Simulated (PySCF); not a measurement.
# C5H16N2Si2: what the fields show

```yaml
atoms:
  - { symbol: C, position_ang: [-4.0615, 0.1939, -0.6206] }
  - { symbol: C, position_ang: [-3.0888, -0.9366, -0.9195] }
  - { symbol: C, position_ang: [-1.6329, -0.5985, -0.6020] }
  - { symbol: C, position_ang: [-0.6441, -1.7235, -0.9768] }
  - { symbol: Si, position_ang: [0.9913, -1.3097, -0.1453] }
  - { symbol: N, position_ang: [1.8344, -0.1455, -1.1178] }
  - { symbol: C, position_ang: [2.8698, 0.7233, -0.6168] }
  - { symbol: N, position_ang: [0.3898, -0.5855, 1.3210] }
  - { symbol: Si, position_ang: [-1.2926, -0.1378, 1.2170] }
  - { symbol: H, position_ang: [-5.0930, -0.0772, -0.8924] }
  - { symbol: H, position_ang: [-4.0651, 0.4555, 0.4510] }
  - { symbol: H, position_ang: [-3.7972, 1.1067, -1.1786] }
  - { symbol: H, position_ang: [-3.3816, -1.8369, -0.3501] }
  - { symbol: H, position_ang: [-3.1673, -1.2197, -1.9848] }
  - { symbol: H, position_ang: [-1.3489, 0.3032, -1.1775] }
  - { symbol: H, position_ang: [-0.5762, -1.8509, -2.0711] }
  - { symbol: H, position_ang: [-0.9990, -2.6882, -0.5703] }
  - { symbol: H, position_ang: [1.8349, -2.5000, 0.2090] }
  - { symbol: H, position_ang: [1.8878, -0.3200, -2.1156] }
  - { symbol: H, position_ang: [2.6393, 0.9996, 0.4248] }
  - { symbol: H, position_ang: [3.8860, 0.2805, -0.6231] }
  - { symbol: H, position_ang: [2.9171, 1.6663, -1.1873] }
  - { symbol: H, position_ang: [0.9276, -0.5289, 2.1771] }
  - { symbol: H, position_ang: [-2.1597, -0.9229, 2.1605] }
  - { symbol: H, position_ang: [-1.5427, 1.3094, 1.5131] }
```

Geometry: PBE0-D3(BJ)/def2-SVP.

The calculation used PBE0/def2-SVPD, SCF density, gas phase in PySCF.

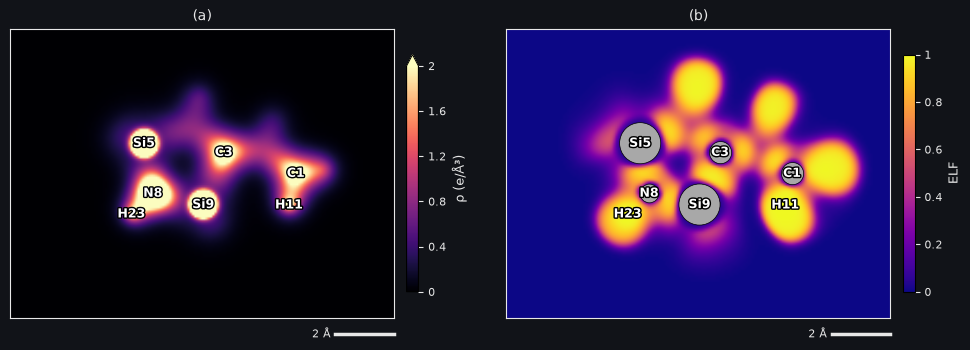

Figure 1. (a) total electron density; (b) ELF on the plane of atoms C3, Si9 and N8. Grey discs cover the atomic cores in the ELF map.

Q: Interpret the plot.

A: The plane passes through C, Si, N and H nuclei. Si–N (1.74 Å): ρ at the midpoint is about 1 e/Å³; the ELF peaks at about 0.90 between the atoms (a polar covalent bond). C–Si (1.91 Å): ρ at the midpoint is about 0.94 e/Å³; the ELF peaks at about 0.95 between the atoms, as expected for localised, covalent bonding. N–H (1.01 Å): the density is about 2.7 e/Å³ at the midpoint; the ELF climbs to about 1 towards the hydrogen, as it does in any bond to H; an ordinary covalent bond to hydrogen. C–H (1.10 Å): the density is about 1.9 e/Å³ at the midpoint; the ELF climbs to about 1 towards the hydrogen (a covalent bond by its length).

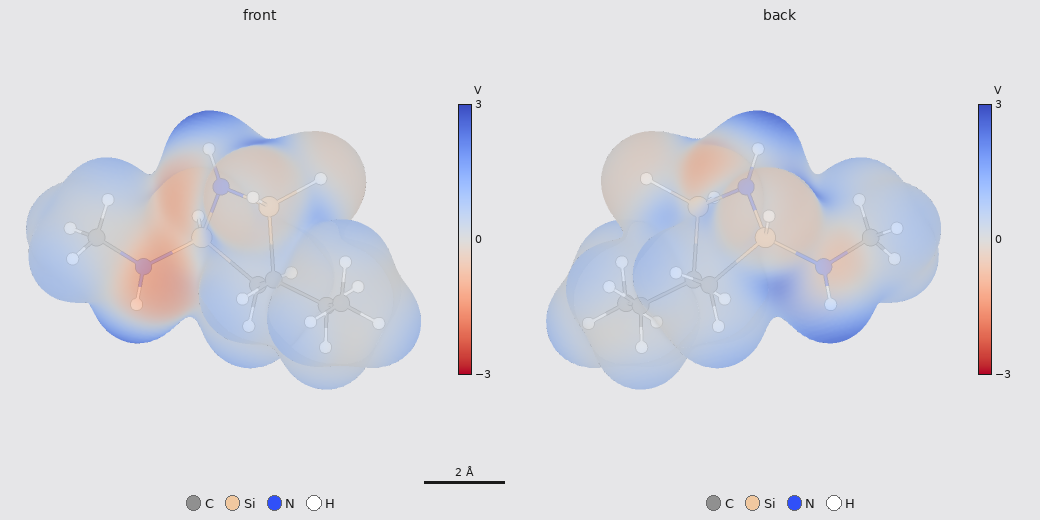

Figure 2. The electrostatic potential painted on the density surface at 0.004 e/bohr³, seen from the front and from behind; red is negative and blue positive.

Q: Where is the surface potential most negative and most positive?

A: The most negative region (about −1.2 V) lies over N6, the most positive (about +2.2 V) over H19 and H23. N6 is the likeliest acceptor of a hydrogen bond.

Q: How polar is the molecule by this calculation?

A: Its dipole moment is 1.07 D.
